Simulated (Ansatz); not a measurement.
## Molecular dynamics of CH$_{7}$BSi$_{2}$ (part 1 of 3)

CH$_{7}$BSi$_{2}$, computed with RKS r2SCAN-d3bj/6-31G* (Ansatz 0.2.0).

The geometry comes from this level: PBE0-D4/def2-TZVP. Figures and captions count atoms from 1; the log counts them from 0 in places.

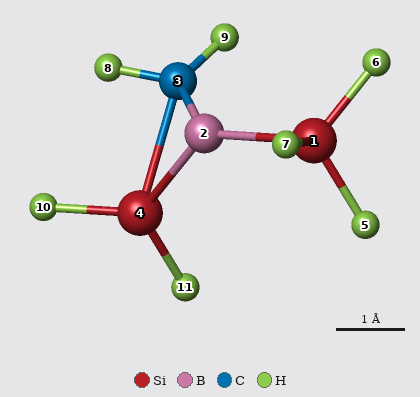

Figure 1. The input geometry (ball-and-stick view, seen at a tilt; atoms are numbered from 1 in the order of the input).

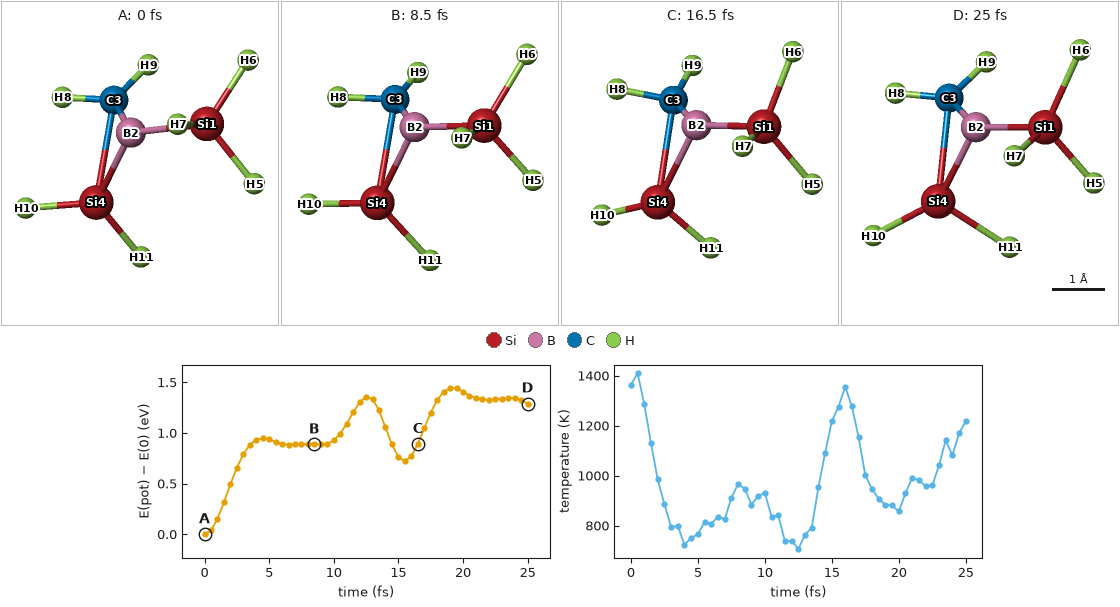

Figure 2. Frames of the molecular dynamics (ball-and-stick, seen at a tilt) above the curves, on which the letters mark them. The trajectory kept here has 51 frames over 25 fs. The temperature starts at 1364 K, ranges from 707 to 1410 K and averages 1021 K over the second half. The potential energy ends 1.291 eV above its first value. After an unweighted best fit of the last frame on the first, the root-mean-square displacement is 0.33 Å, and H11 has moved furthest (0.54 Å).

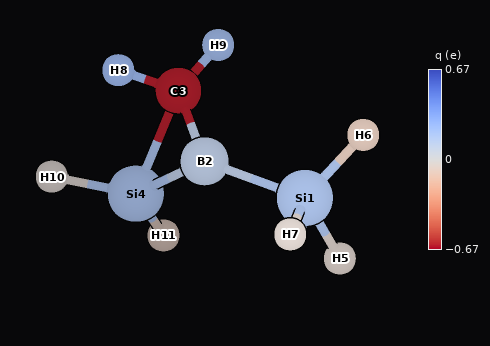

Figure 3. Mulliken charges, as the colour of each atom (ball-and-stick view, seen at a tilt; atoms are numbered from 1 in the order of the input). By element: Si +0.17 to +0.18, B +0.10, C −0.63 and H −0.08 to +0.23 e.

These pictures come from the run below.

**Input**
```yaml
crystal:
  periodic: [false, false, false]
  atoms:
    - {symbol: Si, position_ang: [-0.981551, 1.689564, -0.443701]}
    - {symbol: B, position_ang: [0.281862, 0.287540, 0.176278]}
    - {symbol: C, position_ang: [0.231197, -0.800340, 1.186855]}
    - {symbol: Si, position_ang: [1.121471, -1.243064, -0.585675]}
    - {symbol: H, position_ang: [-1.561148, 1.320344, -1.766283]}
    - {symbol: H, position_ang: [-2.105722, 1.945297, 0.501102]}
    - {symbol: H, position_ang: [-0.234822, 2.966562, -0.624097]}
    - {symbol: H, position_ang: [1.107817, -1.266851, 1.647297]}
    - {symbol: H, position_ang: [-0.670149, -1.047634, 1.745409]}
    - {symbol: H, position_ang: [2.381557, -1.877185, -0.137248]}
    - {symbol: H, position_ang: [0.494986, -2.031234, -1.679334]}
basis:
  gaussian: {orbitals: "6-31G*"}
hamiltonian: {xc: {name: r2SCAN}, dispersion: d3bj}
md: {timestep: 0.5 fs, n_steps: 50, ensemble: nvt_langevin, temperature: 1500, initial_velocities: maxwell_boltzmann, friction: 0.01, seed: 108}
```

Launched with:
```bash
ansatz run in.yaml --threads 2 --pin off --events-out ev --progress --plain --max-ram 4352MiB
```

**The program's output**
```
Warning: the engine holds no damping parameters fitted to this dispersion correction and functional, so the run takes those fitted to r2scan beside the three-body term, which d3bj leaves out (hamiltonian.dispersion, under Limitations)
Functional definition: r2SCAN
  name "r2SCAN"
  cite "Furness, Kaplan, Ning, Perdew & Sun, J. Phys. Chem. Lett. 11, 8208 (2020) doi:10.1021/acs.jpclett.0c02405"
  cite "Furness, Kaplan, Ning, Perdew & Sun, J. Phys. Chem. Lett. 11, 9248 (2020) doi:10.1021/acs.jpclett.0c03077"
  parent r2scan
  parameter k0 = 0.174
  parameter k1 = 0.065
  parameter a1 = 4.9479
  exchange = r2scan_x(k0 = k0, k1 = k1, a1 = a1)
  correlation = r2scan_c
1028 factors; their error is unknown
mean field evaluation 1: about -17571.1527 eV, gradient 4.5e1 eV
mean field evaluation 2: about -17558.6754 eV, gradient 7.3e1 eV
mean field evaluation 4: about -17576.6920 eV, gradient 4.5e0 eV
mean field evaluation 8: about -17576.6723 eV, gradient 2.4e-1 eV
mean field evaluation 16: about -17576.6724 eV, gradient 2.4e-5 eV
mean field -17576.67237151 eV, -645.9307957566 hartree, gradient 2.4e-5 eV, S^2 0.000000; 0 other end points of the search recorded, 0 dependent functions left out
the calculation of the forces begins
reference -17576.67238331 eV, -645.9307961903 hartree; 23, 23 occupied and 59, 59 virtual orbitals, 1028 factors
md step     0: t =     0.00 fs  T =  1363.6 K  F+E_penalty+E_count = -17576.73991537 eV  E_kin = 1.938900 eV  (27 SCF iters)
these checks for a lower state are left out or cut short: starts, cluster_reference, orbital_swaps, neighbouring_geometries, increment
1028 factors; their error is unknown
mean field -17576.63386071 eV, -645.9293805109 hartree, gradient 7.6e-6 eV, S^2 0.000000; 0 other end points of the search recorded, 0 dependent functions left out
the calculation of the forces begins
reference -17576.63387253 eV, -645.9293809453 hartree; 23, 23 occupied and 59, 59 virtual orbitals, 1028 factors
md step     1: t =     0.50 fs  T =  1409.6 K  F+E_penalty+E_count = -17576.70146255 eV  E_kin = 2.004248 eV  (30 SCF iters)
[... from here on the SCF iterations and repeated set-up lines of each step are left out, up to the last step ...]
md step     2: t =     1.00 fs  T =  1285.6 K  F+E_penalty+E_count = -17576.58738079 eV  E_kin = 1.827953 eV  (31 SCF iters)
md step     3: t =     1.50 fs  T =  1129.9 K  F+E_penalty+E_count = -17576.42430170 eV  E_kin = 1.606511 eV  (30 SCF iters)
md step     4: t =     2.00 fs  T =   984.8 K  F+E_penalty+E_count = -17576.24642733 eV  E_kin = 1.400307 eV  (31 SCF iters)
md step     5: t =     2.50 fs  T =   885.5 K  F+E_penalty+E_count = -17576.08316731 eV  E_kin = 1.259101 eV  (31 SCF iters)
md step     6: t =     3.00 fs  T =   794.0 K  F+E_penalty+E_count = -17575.95012561 eV  E_kin = 1.128929 eV  (31 SCF iters)
md step     7: t =     3.50 fs  T =   798.8 K  F+E_penalty+E_count = -17575.85656690 eV  E_kin = 1.135791 eV  (31 SCF iters)
md step     8: t =     4.00 fs  T =   723.4 K  F+E_penalty+E_count = -17575.80674694 eV  E_kin = 1.028541 eV  (31 SCF iters)
md step     9: t =     4.50 fs  T =   751.2 K  F+E_penalty+E_count = -17575.79236969 eV  E_kin = 1.068137 eV  (30 SCF iters)
md step    10: t =     5.00 fs  T =   765.9 K  F+E_penalty+E_count = -17575.80224678 eV  E_kin = 1.089059 eV  (30 SCF iters)
md step    11: t =     5.50 fs  T =   814.9 K  F+E_penalty+E_count = -17575.82779013 eV  E_kin = 1.158671 eV  (31 SCF iters)
md step    12: t =     6.00 fs  T =   806.5 K  F+E_penalty+E_count = -17575.84827626 eV  E_kin = 1.146755 eV  (31 SCF iters)
md step    13: t =     6.50 fs  T =   836.5 K  F+E_penalty+E_count = -17575.85349928 eV  E_kin = 1.189411 eV  (31 SCF iters)
md step    14: t =     7.00 fs  T =   825.3 K  F+E_penalty+E_count = -17575.85103316 eV  E_kin = 1.173510 eV  (31 SCF iters)
md step    15: t =     7.50 fs  T =   911.4 K  F+E_penalty+E_count = -17575.84805096 eV  E_kin = 1.295829 eV  (30 SCF iters)
md step    16: t =     8.00 fs  T =   966.7 K  F+E_penalty+E_count = -17575.84932658 eV  E_kin = 1.374547 eV  (31 SCF iters)
md step    17: t =     8.50 fs  T =   947.7 K  F+E_penalty+E_count = -17575.85316433 eV  E_kin = 1.347524 eV  (29 SCF iters)
md step    18: t =     9.00 fs  T =   884.3 K  F+E_penalty+E_count = -17575.85264210 eV  E_kin = 1.257387 eV  (31 SCF iters)
md step    19: t =     9.50 fs  T =   918.6 K  F+E_penalty+E_count = -17575.84476113 eV  E_kin = 1.306167 eV  (30 SCF iters)
md step    20: t =    10.00 fs  T =   930.9 K  F+E_penalty+E_count = -17575.81254690 eV  E_kin = 1.323605 eV  (31 SCF iters, 3 dispersion substeps)
md step    21: t =    10.50 fs  T =   835.8 K  F+E_penalty+E_count = -17575.74520105 eV  E_kin = 1.188331 eV  (31 SCF iters, 3 dispersion substeps)
md step    22: t =    11.00 fs  T =   841.5 K  F+E_penalty+E_count = -17575.64835806 eV  E_kin = 1.196497 eV  (29 SCF iters, 3 dispersion substeps)
md step    23: t =    11.50 fs  T =   737.7 K  F+E_penalty+E_count = -17575.53669734 eV  E_kin = 1.048876 eV  (30 SCF iters, 3 dispersion substeps)
md step    24: t =    12.00 fs  T =   740.0 K  F+E_penalty+E_count = -17575.43742886 eV  E_kin = 1.052122 eV  (29 SCF iters, 3 dispersion substeps)
md step    25: t =    12.50 fs  T =   706.9 K  F+E_penalty+E_count = -17575.38063548 eV  E_kin = 1.005152 eV  (30 SCF iters, 3 dispersion substeps)
md step    26: t =    13.00 fs  T =   763.8 K  F+E_penalty+E_count = -17575.40361383 eV  E_kin = 1.086076 eV  (30 SCF iters, 3 dispersion substeps)
md step    27: t =    13.50 fs  T =   791.7 K  F+E_penalty+E_count = -17575.51707746 eV  E_kin = 1.125619 eV  (29 SCF iters, 3 dispersion substeps)
md step    28: t =    14.00 fs  T =   953.9 K  F+E_penalty+E_count = -17575.68466886 eV  E_kin = 1.356288 eV  (31 SCF iters, 3 dispersion substeps)
md step    29: t =    14.50 fs  T =  1090.8 K  F+E_penalty+E_count = -17575.85328228 eV  E_kin = 1.551030 eV  (31 SCF iters, 3 dispersion substeps)
md step    30: t =    15.00 fs  T =  1218.2 K  F+E_penalty+E_count = -17575.97517582 eV  E_kin = 1.732138 eV  (29 SCF iters, 3 dispersion substeps)
md step    31: t =    15.50 fs  T =  1275.5 K  F+E_penalty+E_count = -17576.01757577 eV  E_kin = 1.813595 eV  (30 SCF iters, 3 dispersion substeps)
md step    32: t =    16.00 fs  T =  1355.9 K  F+E_penalty+E_count = -17575.96860059 eV  E_kin = 1.927915 eV  (30 SCF iters, 3 dispersion substeps)
md step    33: t =    16.50 fs  T =  1276.8 K  F+E_penalty+E_count = -17575.84865249 eV  E_kin = 1.815413 eV  (30 SCF iters, 3 dispersion substeps)
md step    34: t =    17.00 fs  T =  1154.0 K  F+E_penalty+E_count = -17575.69343305 eV  E_kin = 1.640854 eV  (30 SCF iters, 3 dispersion substeps)
md step    35: t =    17.50 fs  T =  1001.8 K  F+E_penalty+E_count = -17575.53887000 eV  E_kin = 1.424386 eV  (30 SCF iters, 3 dispersion substeps)
md step    36: t =    18.00 fs  T =   946.0 K  F+E_penalty+E_count = -17575.41563533 eV  E_kin = 1.345105 eV  (30 SCF iters, 3 dispersion substeps)
md step    37: t =    18.50 fs  T =   907.6 K  F+E_penalty+E_count = -17575.33319637 eV  E_kin = 1.290501 eV  (29 SCF iters, 3 dispersion substeps)
md step    38: t =    19.00 fs  T =   882.8 K  F+E_penalty+E_count = -17575.29469865 eV  E_kin = 1.255236 eV  (30 SCF iters, 3 dispersion substeps)
md step    39: t =    19.50 fs  T =   881.3 K  F+E_penalty+E_count = -17575.29911730 eV  E_kin = 1.253147 eV  (31 SCF iters, 3 dispersion substeps)
md step    40: t =    20.00 fs  T =   856.7 K  F+E_penalty+E_count = -17575.33311449 eV  E_kin = 1.218175 eV  (31 SCF iters, 3 dispersion substeps)
md step    41: t =    20.50 fs  T =   929.6 K  F+E_penalty+E_count = -17575.37160508 eV  E_kin = 1.321769 eV  (31 SCF iters, 3 dispersion substeps)
md step    42: t =    21.00 fs  T =   992.6 K  F+E_penalty+E_count = -17575.39644766 eV  E_kin = 1.411273 eV  (31 SCF iters, 3 dispersion substeps)
md step    43: t =    21.50 fs  T =   981.3 K  F+E_penalty+E_count = -17575.40871869 eV  E_kin = 1.395201 eV  (31 SCF iters, 3 dispersion substeps)
md step    44: t =    22.00 fs  T =   958.3 K  F+E_penalty+E_count = -17575.41202771 eV  E_kin = 1.362504 eV  (30 SCF iters, 3 dispersion substeps)
md step    45: t =    22.50 fs  T =   960.8 K  F+E_penalty+E_count = -17575.40795841 eV  E_kin = 1.366057 eV  (31 SCF iters, 3 dispersion substeps)
md step    46: t =    23.00 fs  T =  1040.8 K  F+E_penalty+E_count = -17575.40079853 eV  E_kin = 1.479811 eV  (31 SCF iters, 3 dispersion substeps)
md step    47: t =    23.50 fs  T =  1141.1 K  F+E_penalty+E_count = -17575.39435880 eV  E_kin = 1.622482 eV  (31 SCF iters, 3 dispersion substeps)
md step    48: t =    24.00 fs  T =  1081.5 K  F+E_penalty+E_count = -17575.39632835 eV  E_kin = 1.537712 eV  (31 SCF iters, 3 dispersion substeps)
md step    49: t =    24.50 fs  T =  1169.7 K  F+E_penalty+E_count = -17575.41446385 eV  E_kin = 1.663128 eV  (31 SCF iters, 3 dispersion substeps)
these checks for a lower state are left out or cut short: starts, cluster_reference, orbital_swaps, neighbouring_geometries, increment
1028 factors; their error is unknown
mean field -17575.37889503 eV, -645.8832613728 hartree, gradient 9.3e-6 eV, S^2 0.000000; 0 other end points of the search recorded, 0 dependent functions left out
the calculation of the forces begins
reference -17575.37890674 eV, -645.8832618030 hartree; 23, 23 occupied and 59, 59 virtual orbitals, 1028 factors
1028 factors; their error is unknown
mean field evaluation 416: about -17575.3789 eV, gradient 1.2e-3 eV
mean field -17575.37889503 eV, -645.8832613728 hartree, gradient 1.1e-5 eV, S^2 0.000000; 1 other end points of the search recorded, 0 dependent functions left out
the calculation of the forces begins
reference -17575.37890674 eV, -645.8832618030 hartree; 23, 23 occupied and 59, 59 virtual orbitals, 1028 factors
md step    50: t =    25.00 fs  T =  1217.4 K  F+E_penalty+E_count = -17575.44870643 eV  E_kin = 1.731028 eV  (29 SCF iters, 3 dispersion substeps)
Total energy: -17575.44871814 eV, -645.8858273246 hartree
Atom 0 at    -0.845419     1.738601    -0.477152 Å, force    -1.606633     1.030898     1.538519 eV/Å
Atom 1 at     0.229504     0.292412     0.273332 Å, force     1.079630    -0.015846     1.571424 eV/Å
Atom 2 at     0.413547    -0.797996     1.338362 Å, force    -2.287872     1.536061    -1.224318 eV/Å
Atom 3 at     1.024846    -1.191923    -0.586320 Å, force    -0.961701    -2.515983    -2.008206 eV/Å
Atom 4 at    -1.640809     1.119431    -1.567567 Å, force    -0.513888     0.020877     0.096279 eV/Å
Atom 5 at    -1.690964     2.754977     0.620635 Å, force     1.014502    -1.563835    -1.637866 eV/Å
Atom 6 at     0.036952     2.586747    -1.238303 Å, force     0.710741     0.746499    -0.308375 eV/Å
Atom 7 at     1.382373    -1.026324     1.710206 Å, force     0.864487    -0.408477     0.782825 eV/Å
Atom 8 at    -0.497752    -0.938189     1.988584 Å, force     1.209732    -0.506633    -0.364135 eV/Å
Atom 9 at     2.233926    -2.275615    -0.674080 Å, force    -1.322030     1.362728     0.403816 eV/Å
Atom 10 at    -0.235504    -1.688690    -1.601460 Å, force     1.813032     0.313711     1.150037 eV/Å
Dipole moment:     0.215765    -0.164646     0.169895 e Å
```

**Trajectory as extended XYZ (Å, eV, eV/Å), 41 of the 51 frames kept, from step=0 to step=50**
```
11
Properties=species:S:1:pos:R:3:forces:R:3 step=0 time_fs=0.0 energy=-17576.73991 temperature=1363.6
Si   -0.9816    1.6896   -0.4437    0.0218  -0.0490   0.0232
B     0.2819    0.2875    0.1763   -0.0394   0.2903  -0.0544
C     0.2312   -0.8003    1.1869    0.1266  -0.0839   0.1367
Si    1.1215   -1.2431   -0.5857    0.0673  -0.0724  -0.2447
H    -1.5611    1.3203   -1.7663   -0.0331   0.0140  -0.0581
H    -2.1057    1.9453    0.5011   -0.0553   0.0329   0.0260
H    -0.2348    2.9666   -0.6241    0.0084   0.0579  -0.0134
H     1.1078   -1.2669    1.6473    0.0302  -0.0014   0.1618
H    -0.6701   -1.0476    1.7454   -0.1560  -0.0643   0.0648
H     2.3816   -1.8772   -0.1372    0.0464  -0.0627   0.0244
H     0.4950   -2.0312   -1.6793   -0.0169  -0.0614  -0.0662
11
Properties=species:S:1:pos:R:3:forces:R:3 step=1 time_fs=0.5 energy=-17576.70146 temperature=1409.6
Si   -0.9754    1.6879   -0.4448   -0.7715   0.1439   0.2870
B     0.2769    0.2931    0.1813    0.0643   0.0932  -0.0462
C     0.2299   -0.7988    1.1884    0.1016  -0.2313   0.2373
Si    1.1197   -1.2441   -0.5888   -0.0664   0.4760   0.1351
H    -1.5763    1.3016   -1.7678    0.0734   0.0720   0.1351
H    -2.1402    1.9443    0.5333    0.5781  -0.0672  -0.4925
H    -0.2354    2.9699   -0.6453   -0.0403  -0.0018   0.0127
H     1.1335   -1.2423    1.6363   -0.2293   0.0469   0.1415
H    -0.6746   -1.0774    1.7452    0.1446   0.0419  -0.0492
H     2.3542   -1.8760   -0.1325    0.3994  -0.2299   0.1079
H     0.4981   -2.0121   -1.6611   -0.2540  -0.3437  -0.4687
11
Properties=species:S:1:pos:R:3:forces:R:3 step=2 time_fs=1.0 energy=-17576.58738 temperature=1285.6
Si   -0.9694    1.6862   -0.4460   -1.3893   0.3436   0.4478
B     0.2719    0.2984    0.1858    0.1586  -0.0896  -0.0397
C     0.2284   -0.7969    1.1893    0.0596  -0.4187   0.3692
Si    1.1178   -1.2451   -0.5921   -0.1678   1.0433   0.5337
H    -1.5896    1.2844   -1.7689    0.1666   0.1221   0.2958
H    -2.1737    1.9435    0.5643    1.0633  -0.1332  -0.8886
H    -0.2348    2.9745   -0.6672   -0.1029  -0.0910   0.0475
H     1.1578   -1.2175    1.6255   -0.4921   0.0858   0.1189
H    -0.6788   -1.1093    1.7454    0.4636   0.1872  -0.1821
H     2.3267   -1.8757   -0.1265    0.7601  -0.4047   0.2010
H     0.5030   -1.9953   -1.6443   -0.5195  -0.6448  -0.9035
11
Properties=species:S:1:pos:R:3:forces:R:3 step=4 time_fs=2.0 energy=-17576.24643 temperature=984.8
Si   -0.9579    1.6824   -0.4471   -2.1595   0.7695   0.5788
B     0.2625    0.3084    0.1941    0.3331  -0.4128  -0.0265
C     0.2260   -0.7933    1.1896   -0.0558  -0.7369   0.5764
Si    1.1134   -1.2461   -0.5979   -0.3185   1.9847   1.1602
H    -1.6078    1.2569   -1.7640    0.2810   0.1765   0.4614
H    -2.2321    1.9359    0.6191    1.6685  -0.1746  -1.3742
H    -0.2271    2.9842   -0.7100   -0.2603  -0.3241   0.1438
H     1.1979   -1.1637    1.6049   -0.8559   0.0669   0.1326
H    -0.6805   -1.1683    1.7493    0.9703   0.4959  -0.4120
H     2.2753   -1.8841   -0.1138    1.3761  -0.7153   0.3827
H     0.5113   -1.9694   -1.6239   -0.9790  -1.1298  -1.6232
```
